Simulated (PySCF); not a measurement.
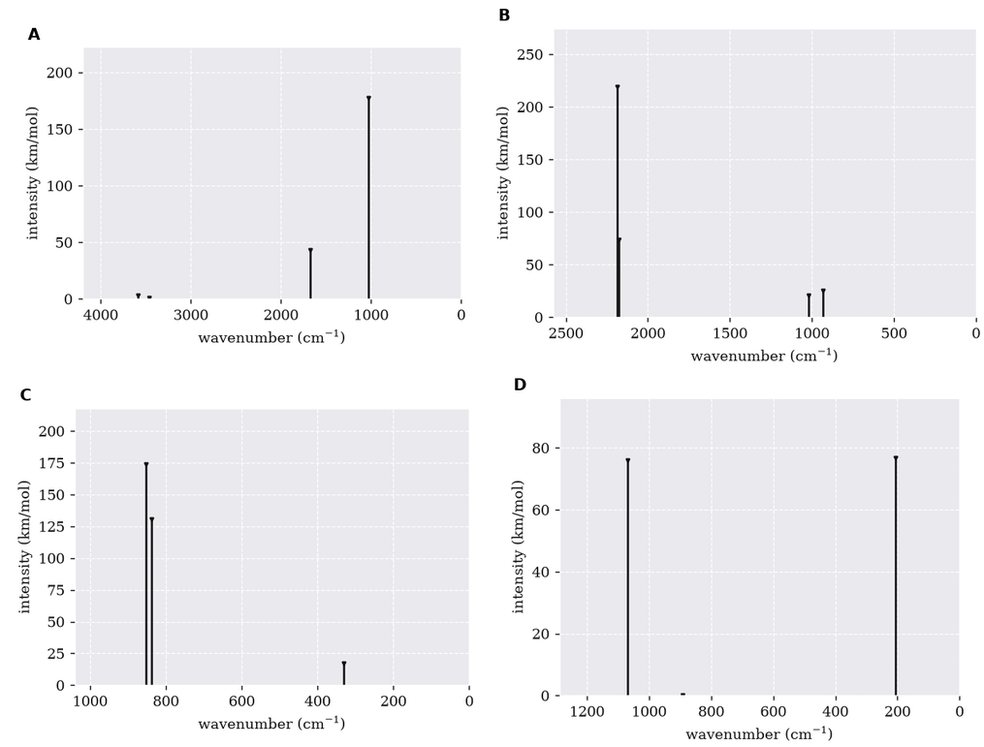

Unscaled harmonic wavenumbers and double-harmonic intensities, B3LYP/def2-TZVP with PySCF, isolated molecule. Structures are the lowest points that the searches found. Degenerate modes count as one line, with their intensities summed.

### Which panel belongs to which molecule?
1. SiF₂, singlet
2. GeO₂, singlet
3. AsH₃, singlet
4. NH₃, singlet

A: 4 (most intense lines at 1025.5 and 1671.4 cm⁻¹)
B: 3 (most intense lines at 2189.4, 2178.2 and 934.3 cm⁻¹)
C: 1 (most intense lines at 852.6, 838.1 and 331.9 cm⁻¹)
D: 2 (most intense lines at 205.3 and 1068.2 cm⁻¹)

Caveats, for all or some of the runs: no scalar relativity.
